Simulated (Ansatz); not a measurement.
# SiNH2Cl (SMILES N[Si]Cl): PBE/STO-3G

What is the electronic atomisation energy of SiNH2Cl at PBE/STO-3G? 

Program for the calculation: Ansatz 0.2.0.

66 further runs of the same task are left out: 66 set aside as unsound or not needed.

**1. The molecule**

SiNH2Cl has 5 atoms, charge 0, and is taken as a singlet. SMILES: `N[Si]Cl`. Geometry: relaxed at PBE0-D4/def2-TZVP. This is one conformer, not always the lowest.

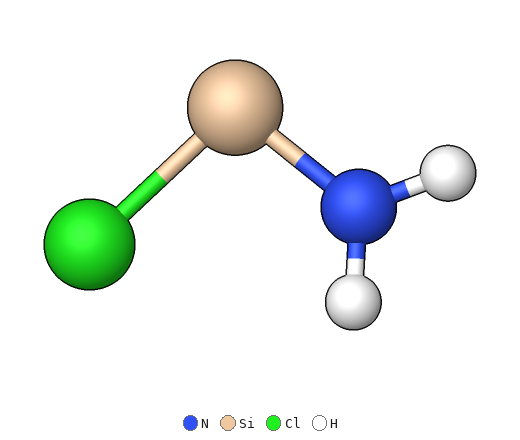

Viewed from a chosen angle; nitrogen blue, silicon light orange, chlorine green, hydrogen white.

**2. The energy at PBE/STO-3G**

input.yaml reads:

```yaml
crystal:
  periodic: [false, false, false]
  atoms:
    - symbol: "N"
      position_ang: [-0.148200, 0.583400, -0.233900]
    - symbol: Si
      position_ang: [-0.116200, -0.341800, 1.192600]
    - symbol: Cl
      position_ang: [0.649000, -2.124500, 0.377300]
    - symbol: H
      position_ang: [-0.473300, 1.538600, -0.227400]
    - symbol: H
      position_ang: [0.138600, 0.270600, -1.150000]
basis:
  gaussian:
    orbitals: STO-3G
accuracy: high
hamiltonian:
  xc: pbe
```

Launch:

```sh
ansatz run input.yaml --threads 1 --pin off --max-ram 2610MiB --events-out events.jsonl --progress --plain --runs-dir runs
```

Log:

```text
Warning: RAYON_NUM_THREADS=1 ignored (pool sized by the plan → 1); use --threads N
Functional definition: PBE
  name "PBE"
  parameter kappa = 0.804
  parameter beta = 0.06672455060314922
  exchange = pbe_x(kappa = kappa, mu = beta*pi^2/3)
  correlation = pbe_c(beta = beta)
457 factors; integrals over basis functions are off by at most 1.2e-8 eV
mean field evaluation 1: about -21662.4014 eV, gradient 2.4e1 eV
mean field evaluation 2: about -21649.0149 eV, gradient 7.0e1 eV
mean field evaluation 4: about -21664.5895 eV, gradient 2.3e0 eV
mean field evaluation 8: about -21664.5866 eV, gradient 4.2e-2 eV
mean field evaluation 16: about -21664.5866 eV, gradient 1.4e-7 eV
mean field -21664.58657748 eV, -796.1588719382 hartree, gradient 1.8e-8 eV, S^2 0.000000; 0 other end points of the search recorded, 0 dependent functions left out
reference -21664.58657942 eV, -796.1588720095 hartree; 20, 20 occupied and 5, 5 virtual orbitals, 457 factors
Total energy: -21664.58657942 eV, -796.1588720095 hartree
```

Run time: 1.5 s. Hardware: 1 thread of Arm Neoverse V1, shared host; peak memory 0.099 GiB.

**3. The Cl atom at the same level**

molecule.yaml reads:

```yaml
crystal:
  periodic: [false, false, false]
  atoms:
    - symbol: Cl
      position_ang: [0.000000, 0.000000, 0.000000]
basis:
  gaussian: {orbitals: STO-3G}
magnetization: {spin_polarized: true, initial_magnetization: 1}
hamiltonian: {xc: {name: PBE}}
accuracy: high
```

Launch:

```sh
ansatz run molecule.yaml --threads 1 --pin off --max-ram 2610MiB --events-out events.jsonl --progress --plain --runs-dir runs
```

Log:

```text
Warning: RAYON_NUM_THREADS=1 ignored (pool sized by the plan → 1); use --threads N
Functional definition: PBE
  name "PBE"
  parameter kappa = 0.804
  parameter beta = 0.06672455060314922
  exchange = pbe_x(kappa = kappa, mu = beta*pi^2/3)
  correlation = pbe_c(beta = beta)
42 factors; integrals over basis functions are off by at most 4.6e-9 eV
mean field evaluation 1: about -12378.8239 eV, gradient 2.9e-2 eV
mean field evaluation 2: about -12378.8248 eV, gradient 3.0e-2 eV
mean field evaluation 4: about -12378.8248 eV, gradient 5.3e-10 eV
mean field evaluation 8: about -12378.8251 eV, gradient 3.3e-2 eV
mean field evaluation 16: about -12378.8248 eV, gradient 6.6e-7 eV
mean field -12378.82480889 eV, -454.9134210578 hartree, gradient 1.8e-12 eV, S^2 0.750000; 1 other end points of the search recorded, 0 dependent functions left out
reference -12378.82480983 eV, -454.9134210925 hartree; 9, 8 occupied and 0, 1 virtual orbitals, 42 factors
Total energy: -12378.82480983 eV, -454.9134210925 hartree
```

Wall time 0.5 s (1 thread of Arm Neoverse V1, shared host).

**4. The H atom, same level**

job.yaml reads:

```yaml
crystal:
  periodic: [false, false, false]
  atoms:
    - {symbol: H, position_ang: [0.000000, 0.000000, 0.000000]}
basis:
  gaussian:
    orbitals: STO-3G
magnetization:
  spin_polarized: true
  initial_magnetization: 1
hamiltonian:
  xc: pbe
accuracy: high
```

Run the same way, it converges to -0.46438 Eh (log not shown).

**5. The N atom, same level**

molecule.yaml reads:

```yaml
crystal:
  periodic: [false, false, false]
  atoms:
    - {symbol: N, position_ang: [0.000000, 0.000000, 0.000000]}
basis:
  gaussian: {orbitals: STO-3G}
magnetization: {spin_polarized: true, initial_magnetization: 3}
hamiltonian: {xc: {name: PBE}}
accuracy: high
```

Run the same way, it converges to -53.81470 Eh (log not shown).

**6. The Si atom at the same level**

input.yaml reads:

```yaml
basis:
  gaussian:
    orbitals: STO-3G
crystal:
  periodic: [false, false, false]
  atoms:
    - {symbol: Si, position_ang: [0.000000, 0.000000, 0.000000]}
magnetization:
  spin_polarized: true
  initial_magnetization: 2
hamiltonian:
  xc: {name: PBE}
accuracy: high
```

Run the same way, it converges to -285.77131 Eh (log not shown).

**7. Outcome**

Level: PBE/STO-3G.

| quantity | value |
| --- | --- |
| molecule: total energy | -796.15887 Eh |
| Cl atom: total energy | -454.91342 Eh |
| Cl atom: ⟨S²⟩ | 0.750 |
| H atom: total energy | -0.46438 Eh |
| H atom: ⟨S²⟩ | 0.750 |
| N atom: total energy | -53.81470 Eh |
| N atom: ⟨S²⟩ | 3.750 |
| Si atom: total energy | -285.77131 Eh |
| Si atom: ⟨S²⟩ | 2.000 |
| electronic atomisation energy | 19.883 eV |

In words: Taking the molecule apart into free atoms costs 19.88 eV (1918 kJ/mol), before zero-point energy and without spin-orbit coupling. In a minimal basis such a difference can be off by several eV, whatever the method.
